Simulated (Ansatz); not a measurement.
# Response to strain in CdTe

Base system: CdTe in the zinc blende structure (space group F-43m, No. 216; a = 6.558 Å).

Strains are applied to the cell and any free atomic positions relax.

Level of theory: r2SCAN (Ansatz, a program for electronic structure, PAW, spin-orbit coupling left out).

Notes on the quantities. energy relative to the base: free energy F.

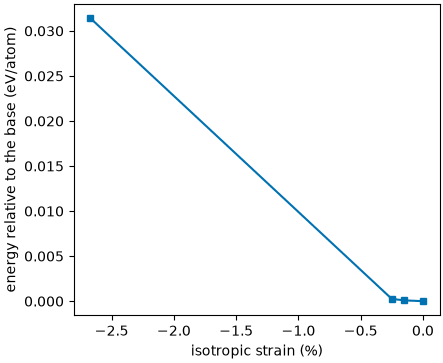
Figure: Energy relative to the base against isotropic strain

```tsv
isotropic strain (%)	energy relative to the base
-2.67	+31 meV/atom
-0.25	+0.3 meV/atom
-0.15	+0.1 meV/atom
```

Stability against distortions was not tested.
